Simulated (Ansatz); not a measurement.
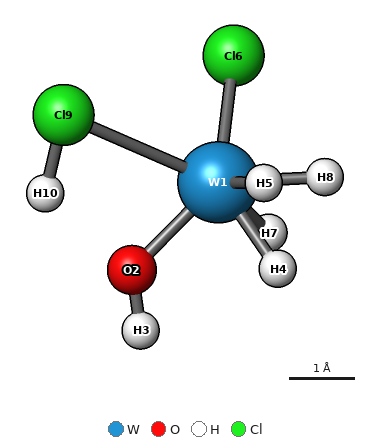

*The starting structure (ball-and-stick view, seen at a tilt; atoms are numbered from 1 in the order of the input). Sticks mark near contacts.*

# Nudged elastic band, with input and output: WH6Cl2O (part 1 of 2)

- system: WH6Cl2O
- method: RKS PBE0/def2-SVP (Ansatz 0.2.0)

The run did not end well. One setting was made poor on purpose. It belongs to a series of runs on one base structure; here: band between the two ends.

Log
```
Engine: ansatz 0.2.0, aarch64-unknown-linux-gnu
Functional definition: PBE0
  parameter a = 0.25
  parameter kappa = 0.804
  parameter beta = 0.06672455060314922
  exchange = (1 - a)*pbe_x(kappa = kappa, mu = beta*pi^2/3) + a*exact_x
  correlation = pbe_c(beta = beta)
1166 factors; integrals over basis functions are off by at most 3.4e-4 eV
mean field evaluation 1: about -28991.8745 eV, gradient 4.7e1 eV
mean field evaluation 2: about -28973.0586 eV, gradient 1.1e2 eV
mean field evaluation 4: about -28996.0601 eV, gradient 6.7e0 eV
mean field evaluation 8: about -28996.2324 eV, gradient 5.9e-1 eV
mean field evaluation 16: about -28996.2334 eV, gradient 1.1e-4 eV
mean field -28996.23335829 eV, -1065.5919215641 hartree, gradient 3.4e-5 eV, S^2 0.000000; 0 other end points of the search recorded, 0 dependent functions left out
the calculation of the forces begins
reference -28996.23340542 eV, -1065.5919232961 hartree; 31, 31 occupied and 81, 81 virtual orbitals, 1166 factors
1170 factors; integrals over basis functions are off by at most 1.1e-3 eV
mean field evaluation 32: about -28996.8276 eV, gradient 5.8e-4 eV
mean field -28996.82761798 eV, -1065.6137602052 hartree, gradient 6.8e-5 eV, S^2 0.000000; 0 other end points of the search recorded, 0 dependent functions left out
[... from here on the field's lines of each further geometry are left out, up to the last ...]
NEB iter   1: max|band force component| = 9.989e1 eV/Å  barrier→ = 19.1193 eV  barrier← = 19.7135 eV  Δτ_max = 0.1963 Å  (389 SCF iters)
NEB iter   2: max|band force component| = 2.575e1 eV/Å  barrier→ = 6.5503 eV  barrier← = 7.1446 eV  Δτ_max = 0.2000 Å  (300 SCF iters)
the calculation of the forces begins
reference -28995.33640200 eV, -1065.5589590286 hartree; 31, 31 occupied and 81, 81 virtual orbitals, 1168 factors
these checks for a lower state are left out or cut short: starts, cluster_reference, orbital_swaps, neighbouring_geometries, increment
1169 factors; integrals over basis functions are off by at most 9.1e-4 eV
mean field -28996.45642620 eV, -1065.6001191587 hartree, gradient 1.8e-5 eV, S^2 0.000000; 0 other end points of the search recorded, 0 dependent functions left out
the calculation of the forces begins
reference -28996.45647376 eV, -1065.6001209066 hartree; 31, 31 occupied and 81, 81 virtual orbitals, 1169 factors
NEB iter   3: max|band force component| = 1.498e1 eV/Å  barrier→ = 4.2016 eV  barrier← = 4.7959 eV  Δτ_max = 0.2000 Å  (292 SCF iters)
```

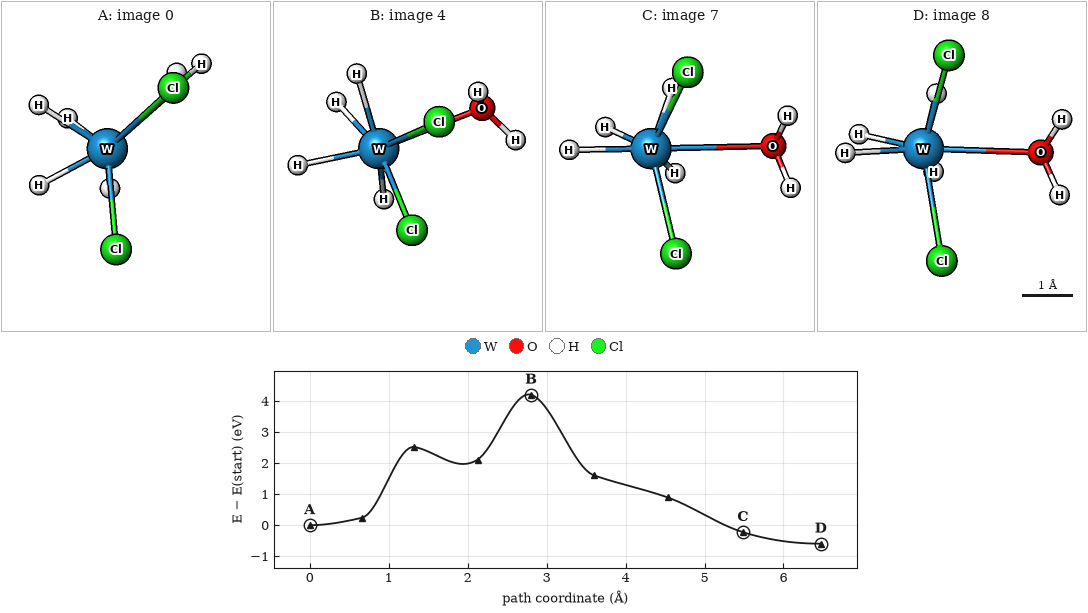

*Images of the last band (counted from 0; ball-and-stick, seen at a tilt) above the energy along the path; the line is a cubic interpolation that uses the forces.*

The highest image is number 4, 4.202 eV above the start and 4.796 eV above the end; the end lies 0.594 eV below the start. The path is 6.47 Å long. The band had not converged after 3 iterations.

```
Unfinished report: {"positions_ang":[[-0.2031901434908753,-0.03599513325687715,0.05216653779959913],[-0.3643739331828492,0.3033014967059755,2.2786732254076045],[-0.8697645340231157,-0.35609382766951503,2.7592405063570724],[1.5570373231634487,-0.1336076023767385,-0.14713584804274427],[0.3724419917949554,1.604671557285319,-0.08706595435413886],[-2.456185192081306,-0.32530279702631804,-0.175448512867113],[0.12918073159851637,-1.7657845311898006,0.19758264687050153],[0.03407481494092671,-0.009853635973591804,-1.6228181424023684],[-1.8885588019997817,1.796958464063462,0.7885742300990771],[-0.8049632567199194,1.2014049994380849,2.05773132113251]],"unchecked":["starts","cluster_reference","orbital_swaps","neighbouring_geometries","increment"],"mean_field":{"relativity":"none","state":{"energy":{"ev":-28992.031778032426,"hartree":-1065.4375163377413},"converged":true,"gradient_ev":0.000017551749151908783,"stability":{"kind":"minimum","curvature_ev":5.883324213420562},"curvature_floor_ev":0.00030000000000000003,"spin_squared":-5.3290705182007514e-14},"others":[],"fillings":{"estimated":0,"unestimated":0,"tried":0,"untried":0,"excluded_magnetic_sites":0},"n_dropped_functions":0,"n_trapped_functions":0,"passes":{"evaluations":6,"products":43},"factors":{"origin":"Cholesky decomposition","count":1169,"bound_ev":0.000916428943323979},"gradient_stop_ev":0.00009,"reference_kind":"stationary","functional":{"name":"PBE0","citations":["Adamo & Barone, J. Chem. Phys. 110, 6158 (1999) doi:10.1063/1.478522","Perdew, Burke & Ernzerhof, Phys. Rev. Lett. 77, 3865 (1996) doi:10.1103/PhysRevLett.77.3865"],"text":"name \"PBE0\"\ncite \"Adamo & Barone, J. Chem. Phys. 110, 6158 (1999) doi:10.1063/1.478522\"\ncite \"Perdew, Burke & Ernzerhof, Phys. Rev. Lett. 77, 3865 (1996) doi:10.1103/PhysRevLett.77.3865\"\nparent pbe\nparameter a = 0.25\nparameter kappa = 0.804\nparameter beta = 0.06672455060314922\nexchange = (1 - a)*pbe_x(kappa = kappa, mu = beta*pi^2/3) + a*exact_x\ncorrelation = pbe_c(beta = beta)\n","parameters":{"a":{"value":0.25,"default":0.25},"beta":{"value":0.06672455060314922,"default":0.06672455060314922},"kappa":{"value":0.804,"default":0.804}},"final_grid":{"core_spheres":13.0,"valence_spheres":11.0,"degree":36.0},"final_grid_parameter_source":"default","radial_points_factor":1.0,"radial_grid_error_ev":3.235511906987185e-7,"grid_sensitivity":"normal","grid_sensitivity_ratio":0.001870803151768979},"unsmoothed_excess_ev":-0.000048408686565086814,"symmetry":{"irreps":["A"],"axes":[[0.9996412032484635,-0.02573188362950473,0.007438745380870434],[0.025827900356652625,0.9995803914047546,-0.013113377989057417],[-0.007098192102966647,0.013300800126108904,0.9998863457337911]],"occupied":[{"A":31},{"A":31}]},"held":{"pivots":1166,"left_out":0,"joined":3},"density_repulsion":{"missed_ev":0.000018909541491178964,"excess_ev":7.195827951861483e-8,"most_excess_ev":0.0001674,"are_drawn_again":false,"n_first_factors":1169,"energy_change_ev":0.0,"n_dropped_ends":0}},"factors":{"origin":"Cholesky decomposition","count":1169,"bound_ev":0.000916428943323979},"n_frozen":0,"n_occupied":[31,31],"n_virtual":[81,81],"reference":{"ev":-28992.031778032426,"hartree":-1065.4375163377413},"total":{"ev":-28992.031778032426,"hartree":-1065.4375163377413},"forces_ev_per_angstrom":[[-2.876033863833343,0.9857589499401357,0.12232317976407443],[1.9024067953853947,0.044753810294568874,-0.43747500778047105],[-0.403597044120855,0.23368193471933985,0.3699955364101127],[-0.831440739317503,-0.1264766889447288,-0.47002982461316556],[1.3197306890106686,-0.886710939232749,0.2801003634064299],[-0.7196992276372047,-4.388710954232669,-2.6111426881512507],[0.8659041512639791,0.7040503959678637,0.834097858997601],[0.06692713565907392,0.3744880339553265,-0.13175497335126313],[1.110168799017845,3.91571330274807,0.7452350430418767],[-0.4343666954338513,-0.8565478452059266,1.298650512281307]],"charge_distribution":{"dipole_moment_e_ang":[-0.21611451867903445,-0.19542061945493028,0.6157652481721231],"mulliken_charges_e":[0.7163417477883804,-0.32743255467791954,0.2445024493847313,-0.038729273317813284,-0.08061784379592618,-0.15179248742229134,-0.12464592060222479,-0.17362825774645319,-0.299075723521284,0.23507786391073682],"lowdin_charges_e":[-0.5835174024834906,0.29622661837781195,0.02874235788923063,-0.03824033499944668,-0.030196341389392867,0.3880484185720263,-0.06844240488224762,-0.06997494880799526,0.15947263442134485,-0.08211859669793076]},"n_threads":2,"memory_gib":2.556818182580173,"seconds":{"hamiltonian":4.54997983,"orbitals":0.0,"second_order":0.0,"solver_start":0.0,"cycles":0.0,"cycle":0.0,"perturbative":0.0,"full_ci_increment":0.0,"forces":0.0}}
this run last wrote the band of iteration 3 to [file]
Error: NEB band did not converge after 3 iterations: max|band force component| = 1.50e1 eV/Å (threshold 5.0e-2); raise `neb.max_iterations` in a new run, which can start from the last band evaluated (`neb.initial_path`, with `crystal.atoms` and `neb.final_atoms` set to its first and last images), add images, or start from endpoints closer to local minima. Where this run's directory can be resumed (`checkpoint.write`), a resume goes on for up to `neb.max_iterations` more; to start a new run from the last band, take its images' positions from the `neb_iteration` event of iteration 3 (`data.images[].positions_ang`), in the event stream of the run that computed that iteration (not this run's, if it was resumed behind it). With `checkpoint.write`, `steps/00-neb/state/checkpoint.json` in the run directory holds the last saved band, under `neb.evaluated.images[].positions_ang` (a band under a hybrid functional on support functions is neither saved nor resumed: `neb.initial_path` says where its path is): check the last entry of `neb.iterations` there, which is earlier than 3 if that iteration was not saved or its write failed. If the band's step has no `state` directory and holds `state.next`, a write was cut short, and the file is under `state.next` instead (behind a loss of power it can be under `state.prev`)
this run wrote the band of iteration 3 to [file] as well, whether or not its events were kept: a new run's `neb.initial_path` can list its `images[].positions_ang`
a run's events are kept only if it was started with --events-out <file>, and are in that file
```

The last band as extended XYZ (Å, eV, eV/Å)
```
10
Properties=species:S:1:pos:R:3:forces:R:3 image=0 energy=-28996.23336
W    -0.5239    0.1255    0.1759    0.0026   0.0110   0.0195
O    -0.2654    0.0231    2.0712   -0.0054   0.0062   0.0137
H     0.4527   -0.4174    2.5376    0.0097  -0.0080  -0.0172
H     1.0994   -0.2232    0.2319    0.0022  -0.0033   0.0005
H     0.4689    1.3322   -0.4592    0.0037  -0.0002  -0.0030
Cl   -2.3283   -0.4471   -1.1423   -0.0134  -0.0064  -0.0123
H    -0.0097   -1.4514    0.0869   -0.0001   0.0025   0.0004
H     0.2715   -0.3851   -1.1896    0.0071  -0.0046  -0.0002
Cl   -2.1336    2.1681    1.4046    0.0093  -0.0085   0.0212
H    -1.5260    1.5550    2.3845   -0.0157   0.0113  -0.0226
10
Properties=species:S:1:pos:R:3:forces:R:3 image=1 energy=-28995.99177
W    -0.4694    0.1659    0.1716    0.4644  -0.2249  -0.5774
O    -0.3222    0.0734    2.0771    0.1237  -0.3172   0.3608
H     0.0907   -0.4942    2.7338    0.3283  -0.0631  -0.0459
H     1.2155   -0.1585    0.1381   -0.6929   0.0911  -0.0466
H     0.4470    1.4508   -0.4598    0.0397  -0.2242  -0.0779
Cl   -2.3896   -0.4830   -0.8915    0.0184  -0.1191  -0.2860
H     0.1036   -1.4386    0.0989   -0.1724   0.5845   0.0932
H     0.1838   -0.3630   -1.3019    0.1248  -0.0828   0.4274
Cl   -1.9994    2.1414    1.3113    0.0438   0.1042   0.4037
H    -1.3543    1.3857    2.2238   -0.2778   0.2512  -0.2513
10
Properties=species:S:1:pos:R:3:forces:R:3 image=2 energy=-28993.71459
W    -0.3640    0.0737    0.2017   -0.6487   0.8095   1.4131
O    -0.1489    0.0742    2.1502    4.8782  11.5961 -14.9234
H    -0.3597   -0.4007    2.7282   -4.6216 -12.2771  14.9874
H     1.3005   -0.1780   -0.0157   -0.3502  -0.0127  -0.0071
H     0.3656    1.4293   -0.3725    0.7407   0.2411  -0.7132
Cl   -2.3994   -0.4131   -0.6240   -0.3575  -0.7817  -0.9904
H     0.1970   -1.5019    0.0106    0.1417   0.2171   0.0128
H     0.1804   -0.2763   -1.3452    0.1795  -0.3847  -0.1429
Cl   -1.9579    2.1039    1.1879    0.5576  -0.1442   1.4348
H    -1.3077    1.3686    2.1804   -0.5197   0.7366  -1.0711
10
Properties=species:S:1:pos:R:3:forces:R:3 image=3 energy=-28994.12006
W    -0.3727    0.0076    0.1949    0.5313   0.7832  -0.2414
O    -0.1442    0.1635    2.2353   -0.4316   0.3248   0.3445
H    -0.8098   -0.3364    2.7527    0.6276   0.0083  -0.1003
H     1.4212   -0.1318   -0.0637   -1.6020   0.1350   0.1511
H     0.3054    1.5148   -0.2450    0.6021  -0.8972  -0.4362
Cl   -2.4669   -0.4580   -0.4491   -0.3529  -1.3108  -1.4386
H     0.2115   -1.6378    0.1085    0.0775   0.7013  -0.0295
H     0.1073   -0.0809   -1.4793   -0.0065  -0.2051   0.6713
Cl   -1.8259    1.9944    1.0321    0.3434   0.7510   1.1562
H    -0.9203    1.2443    2.0152    0.2111  -0.2907  -0.0771
```
